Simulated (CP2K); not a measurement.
Consider cis-1,2-difluoroethylene at its PBE geometry (Å).

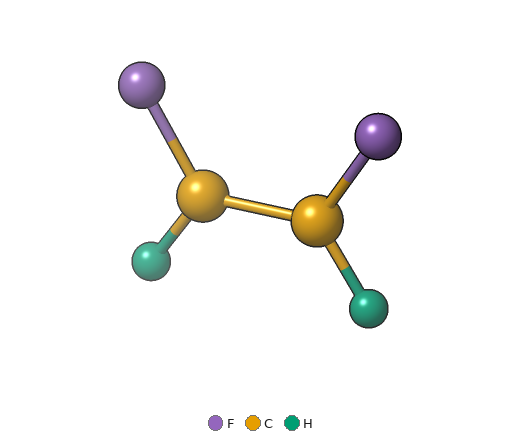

The molecule (fluorine purple, carbon orange, hydrogen teal).

```xyz
6

F     1.4139    1.0237   -0.0407
C     0.6630   -0.1053    0.0021
C    -0.6685   -0.0599    0.0046
F    -1.3418    1.1164   -0.0362
H     1.2343   -1.0305    0.0328
H    -1.3010   -0.9444    0.0373
```

Method: CP2K XAS_TDP, all-electron GAPW, PBEh(45%), aug-cc-pVTZ, TDA, GW2X-corrected core level, no relativity.

Where do the F K-edge lines lie, and how strong are they?

Leading lines: F1 686.99 eV. The leading line of an atom is its first one with 35 % of the strongest within 2.5 eV of its lowest line over the strength cut. Core ionisation energies at this level: F1 690.34 eV.

The first six lines of each atom with a strength over 0.0015:

```tsv
atom	energy (eV)	states	strength, one atom	above the computed threshold
F1 (bonded to C), 2 alike	686.99	1	0.0273	
	687.42	1	0.0094	
	688.80	1	0.0050	
	689.50	1	0.0025	
	689.92	1	0.0062	
	690.79	1	0.0019	yes
```

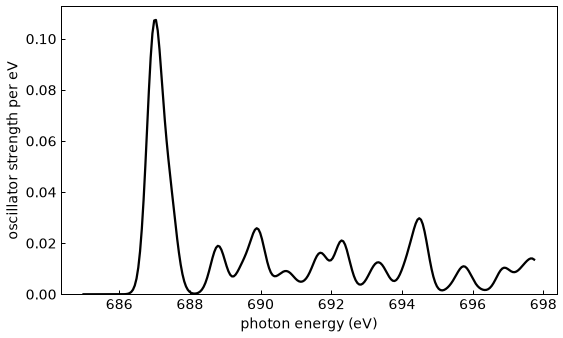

All atoms added, broadened by 0.5 eV.

Lines are vertical, at one geometry, with no vibrational structure. GW2X ionisation energies and lines can be off by 1 to 2 eV either way, and a good line position may hide errors that cancel. These values hold no scalar relativity, about 0.7 eV for F 1s. Rydberg lines, and the discretised continuum above threshold, depend on the basis and the box.

[Banner, clock and machine lines of the logs are left out without a mark of their own.]

[Logs are printed without paths, hosts, clocks, repeated set-up lines and the standing remarks that a program may print on its own settings, such as how far it seeks lower states.]

[Hosts, paths, dates, database ids (printed as entryN), source tags and the programs' standing remarks are cut or masked in the printed files.]
